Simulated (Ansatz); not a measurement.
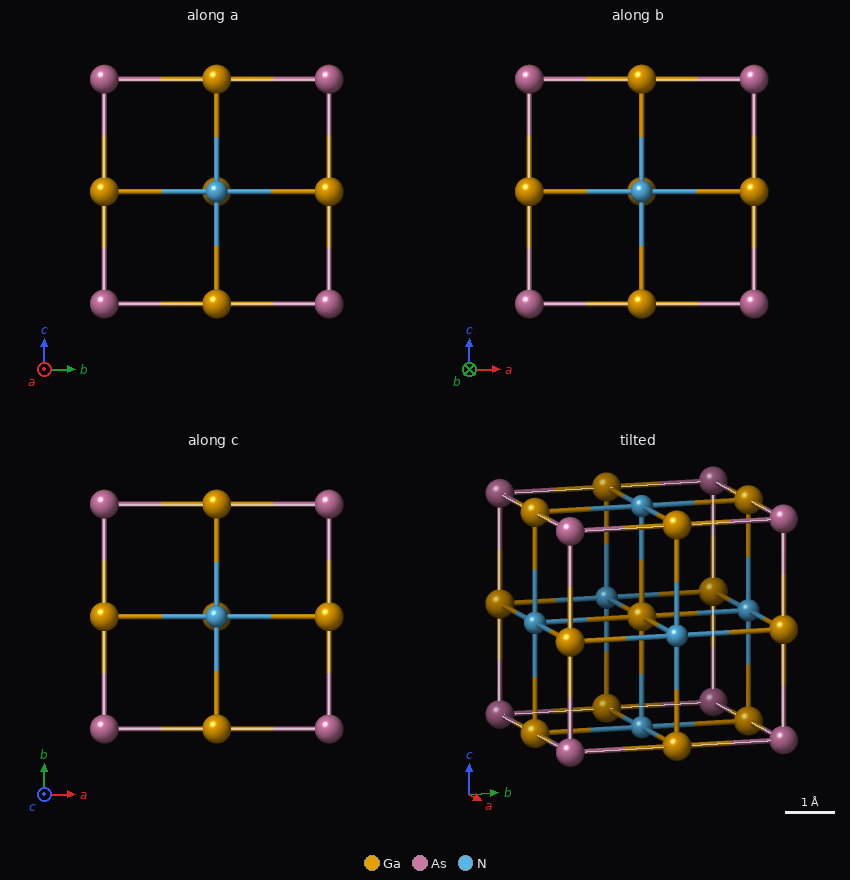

Ball-and-stick model, viewed along the a axis, along the b axis, along the c axis and slightly off an axis. The wireframe shows the conventional unit cell.

Lattice parameters: a = 4.6493 Å, b = 4.6493 Å, c = 4.6493 Å, α = 90.000°, β = 90.000°, γ = 90.000°.

Q: Transcribe the picture into a CIF in P1 with every atom of the cell.

A:
```cif
data_structure
_symmetry_space_group_name_H-M 'P 1'
_symmetry_Int_Tables_number 1
_cell_length_a 4.6493
_cell_length_b 4.6493
_cell_length_c 4.6493
_cell_angle_alpha 90.000
_cell_angle_beta 90.000
_cell_angle_gamma 90.000
_cell_volume 100.50
loop_
_atom_site_label
_atom_site_type_symbol
_atom_site_fract_x
_atom_site_fract_y
_atom_site_fract_z
_atom_site_occupancy
Ga1 Ga 0.0000 0.5000 0.0000 1
Ga2 Ga 0.5000 0.5000 0.5000 1
Ga3 Ga 0.0000 0.0000 0.5000 1
Ga4 Ga 0.5000 0.0000 0.0000 1
As1 As 0.0000 0.0000 0.0000 1
N1 N 0.5000 0.0000 0.5000 1
N2 N 0.5000 0.5000 0.0000 1
N3 N 0.0000 0.5000 0.5000 1
```

The structure comes from a structure type filled with these elements by a generator (whether the compound takes this form wasn't checked). Cell shown after relaxation with DFT PBE, scalar-relativistic, plane waves, PAW (Ansatz).
